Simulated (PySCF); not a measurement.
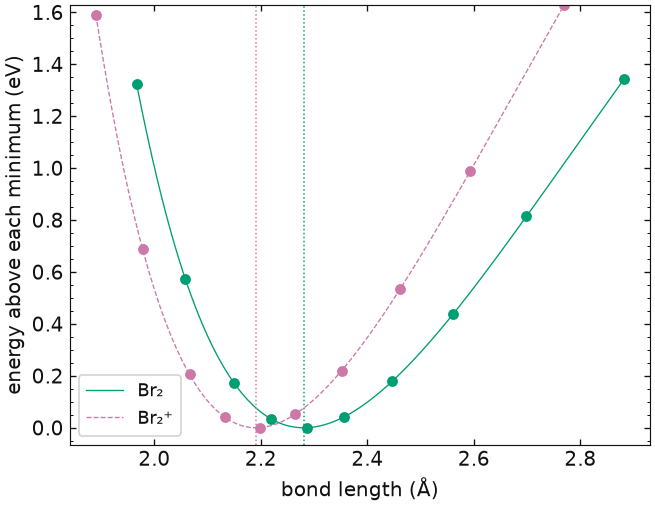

Bond curves of Br₂, singlet and Br₂⁺, doublet (excess alpha electrons: πx +1), each counted from its own minimum; dotted lines mark the fitted bond lengths. PBE0/cc-pVTZ(-PP) (ECP) with PySCF 2.14.0, on the lowest solution that a PBE0 search found for each, one reference determinant (UKS and UKS) with the occupation held, no spin-orbit coupling.

**What does removing an electron do to the bond?**

re goes from 2.281 to 2.191 Å (−0.090 Å) and ωe from 337 to 386 cm⁻¹ (+15 %). The electron leaves a π orbital, which by this response is antibonding in effect.

**And the dissociation energies?**

De is 2.24 eV for Br₂ and 3.57 eV for Br₂⁺, each to its own lowest fragments (Br + Br; Br⁺ + Br) in their ground configurations, without counterpoise.

Caveats, for all or some of the runs: lowest determinant of a PBE0 search, another state may lie lower; spin-orbit coupling is left out; it can lower the fragment Br more than the molecule, and De with it; spin-orbit coupling is left out; it can lower the fragments Br⁺ and Br more than the molecule, and De with it.
